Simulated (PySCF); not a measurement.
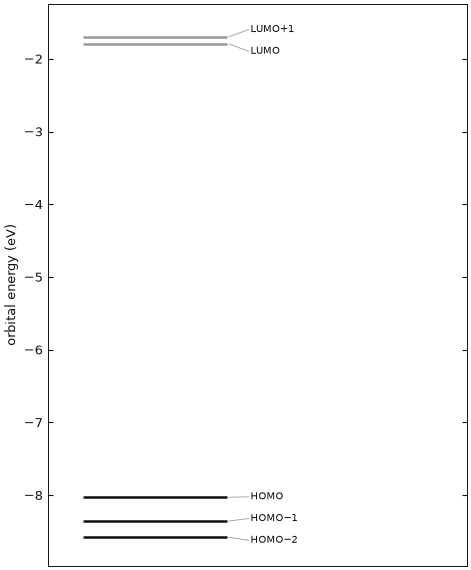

Kohn-Sham orbital energies near the frontier, B3LYP/def2-SVPD in PySCF 2.14.0, at a PBE0-D3(BJ)/def2-SVP geometry (no frequency check), isolated molecule; empty levels in grey, levels within 0.03 eV side by side.

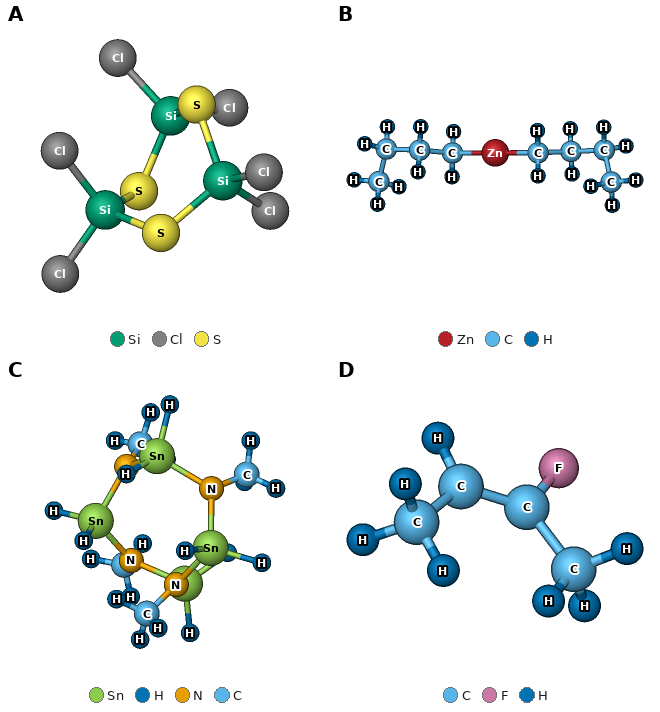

### Which molecule has this level scheme? The candidates are drawn in the second picture.

Structure A, Si₃S₃Cl₆. HOMO −8.03 eV, LUMO −1.80 eV, separation 6.23 eV.
